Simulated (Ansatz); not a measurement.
**SVWN5/cc-pVDZ run of CH6O2Si (SMILES C[SiH](O)O)**

What is the energy change on altering one bond length of CH6O2Si at SVWN5/cc-pVDZ? 

Program for the calculation: Ansatz 0.2.0.

59 further runs of the same task are left out: 59 set aside as unsound or not needed.

## Step 1: Starting point

CH6O2Si: 10 atoms, total charge 0, spin state singlet. As SMILES, `C[SiH](O)O`. Geometry: relaxed at PBE0-D4/def2-TZVP. This is one conformer, not always the lowest.

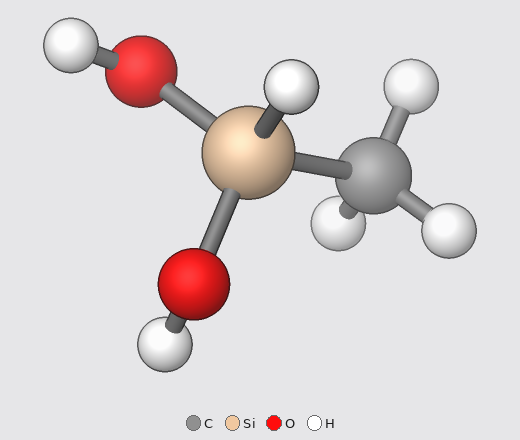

Viewed from a chosen angle; carbon grey, silicon light orange, oxygen red, hydrogen white.

## Step 2: A single-point energy at SVWN5/cc-pVDZ

in.yaml reads:

```yaml
crystal:
  periodic: [false, false, false]
  atoms:
    - symbol: C
      position_ang: [-1.293000, 0.347800, -0.146400]
    - symbol: Si
      position_ang: [0.517500, 0.180000, 0.206800]
    - symbol: O
      position_ang: [0.650400, -1.156000, 1.160800]
    - symbol: O
      position_ang: [1.425000, 0.058500, -1.161600]
    - symbol: H
      position_ang: [-1.681100, -0.549800, -0.635600]
    - symbol: H
      position_ang: [-1.853400, 0.489100, 0.780800]
    - symbol: H
      position_ang: [-1.484400, 1.203800, -0.797400]
    - symbol: H
      position_ang: [1.088600, 1.369900, 0.884700]
    - symbol: H
      position_ang: [1.521500, -1.366900, 1.499800]
    - symbol: H
      position_ang: [1.192100, -0.627600, -1.788900]
basis:
  gaussian:
    orbitals: cc-pVDZ
hamiltonian:
  xc: {name: SVWN5}
accuracy: high
output:
  orbitals: {seedname: orbitals}
```

The run is started by

```console
$ ansatz run in.yaml --threads 1 --pin off --max-ram 3480MiB --events-out events.jsonl --progress --plain --runs-dir runs
```

The log of the run:

```text
Warning: RAYON_NUM_THREADS=1 ignored (pool sized by the plan → 1); use --threads N
Functional definition: SVWN5
  name "SVWN5"
  exchange = slater_x
  correlation = vwn5_c
2099 factors; integrals over basis functions are off by at most 3.5e-9 eV
mean field evaluation 1: about -13022.4413 eV, gradient 8.8e1 eV
mean field evaluation 2: about -12990.5554 eV, gradient 1.5e2 eV
mean field evaluation 4: about -13037.0657 eV, gradient 9.3e0 eV
mean field evaluation 8: about -13037.2571 eV, gradient 2.4e-1 eV
mean field evaluation 16: about -13037.2572 eV, gradient 5.2e-6 eV
mean field -13037.25720013 eV, -479.1103651346 hartree, gradient 6.3e-8 eV, S^2 0.000000; 0 other end points of the search recorded, 0 dependent functions left out
reference -13037.25720353 eV, -479.1103652594 hartree; 21, 21 occupied and 69, 69 virtual orbitals, 2099 factors
Total energy: -13037.25720353 eV, -479.1103652594 hartree
```

Run time: 5.1 s. Hardware: 1 thread of Arm Neoverse V2, shared host; peak memory 0.23 GiB.

## Step 3: The distorted shape, same level

input.yaml reads:

```yaml
crystal:
  periodic: [false, false, false]
  atoms:
    - symbol: C
      position_ang: [-1.208918, 0.326600, -0.285516]
    - symbol: Si
      position_ang: [0.601582, 0.158800, 0.067684]
    - symbol: O
      position_ang: [0.734482, -1.177200, 1.021684]
    - symbol: O
      position_ang: [1.509082, 0.037300, -1.300716]
    - symbol: H
      position_ang: [-1.597018, -0.571000, -0.774716]
    - symbol: H
      position_ang: [-1.853400, 0.489100, 0.780800]
    - symbol: H
      position_ang: [-1.400318, 1.182600, -0.936516]
    - symbol: H
      position_ang: [1.172682, 1.348700, 0.745584]
    - symbol: H
      position_ang: [1.605582, -1.388100, 1.360684]
    - symbol: H
      position_ang: [1.276182, -0.648800, -1.928016]
basis:
  gaussian:
    orbitals: cc-pVDZ
output: {orbitals: {seedname: orbitals}}
accuracy: high
hamiltonian:
  xc: {name: SVWN5}
```

The run is started by

```console
$ ansatz run input.yaml --threads 1 --pin off --max-ram 3480MiB --events-out events.jsonl --progress --plain --runs-dir runs
```

The log of the run:

```text
Warning: RAYON_NUM_THREADS=1 ignored (pool sized by the plan → 1); use --threads N
[... 4 set-up lines as earlier in the session ...]
2104 factors; integrals over basis functions are off by at most 3.5e-9 eV
mean field evaluation 1: about -13022.4494 eV, gradient 8.7e1 eV
mean field evaluation 2: about -12988.9329 eV, gradient 1.5e2 eV
mean field evaluation 4: about -13036.7655 eV, gradient 1.0e1 eV
mean field evaluation 8: about -13037.0045 eV, gradient 1.8e-1 eV
mean field evaluation 16: about -13037.0046 eV, gradient 8.3e-6 eV
mean field -13037.00457343 eV, -479.1010812745 hartree, gradient 2.3e-8 eV, S^2 0.000000; 0 other end points of the search recorded, 0 dependent functions left out
reference -13037.00457688 eV, -479.1010814012 hartree; 21, 21 occupied and 69, 69 virtual orbitals, 2104 factors
Total energy: -13037.00457688 eV, -479.1010814012 hartree
```

Run time: 5.1 s. Hardware: 1 thread of Arm Neoverse V2, shared host; peak memory 0.23 GiB.

## Step 4: What came out

At SVWN5/cc-pVDZ:

```
                                                         quantity          value
                                        first shape: total energy  -479.11037 Eh
                                         first shape: HOMO energy       -6.80 eV
                                         first shape: LUMO energy        0.41 eV
                                       first shape: HOMO–LUMO gap        7.21 eV
                                    distorted shape: total energy  -479.10108 Eh
                                     distorted shape: HOMO energy       -6.80 eV
                                     distorted shape: LUMO energy        0.29 eV
                                   distorted shape: HOMO–LUMO gap        7.09 eV
energy change with the C1–H6 bond stretched from 1.093 to 1.257 Å       0.253 eV
```

In words: With the C1–H6 bond stretched from 1.093 to 1.257 Å the energy rises by 0.25 eV (5.8 kcal/mol). The first shape isn't relaxed at this level, so the change isn't measured from a minimum.
